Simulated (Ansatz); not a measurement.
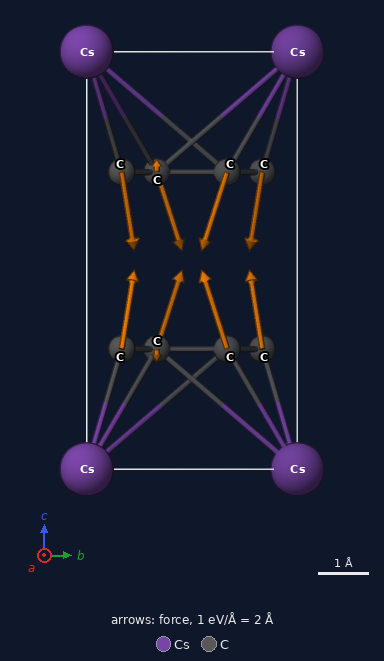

Starting geometry of a crystal of CsC$_{16}$ (a generated structure, set up in P6/mmm) (coarse preliminary run) with the computed forces as orange arrows. A ball-and-stick model of the cell of the calculation, seen along the a axis.

Method: DFT PBE+D3(BJ), scalar-relativistic, plane waves, PAW in Ansatz 0.2.0. (plane-wave cutoff 420 eV; k-point mesh 6 × 6 × 2; occupations gaussian; smearing width 0.1 eV; no spin polarisation; cell and atoms relaxed; force threshold 0.04 eV/Å; at most 70 steps)

Is this structure relaxed? If not, where do the atoms go?

Answer. It isn't relaxed: the largest force vector, on C atoms, is 0.85 eV/Å. The final displacements follow the starting forces only in part (cosine between the two patterns 0.79). The energy falls by 111 meV per atom in 5 accepted moves (7 points after the start). Largest force component: 0.81 eV/Å at the start, 0.012 eV/Å at the end. Pressure: 10.91 GPa at the start and 0.15 GPa at the end. At 2 points the geometry stayed and the basis and grid were re-selected for the new cell (energy shift of 6.8 meV per atom at most each time). The largest moves relative to the cell, 0.30 Å, are those of C atoms. Cs stays in place. Cell: a = b 4.912 → 4.945 Å (+0.7 %), c 8.427 → 9.329 Å (+10.7 %). Volume +12.2 %. Some distances before and after: C–Cs 2.812 → 3.309 Å, C–Cs 3.734 → 4.119 Å, C–C 1.418 → 1.428 Å. Among the angles between lasting bonds that change: Cs–C–C 120.3° → 114.9°, Cs–C–C 75.4° → 77.5°. The space group stays P6/mmm (No. 191).

Limits of the set-up: the k-point mesh is coarse for a cell with partly filled bands.
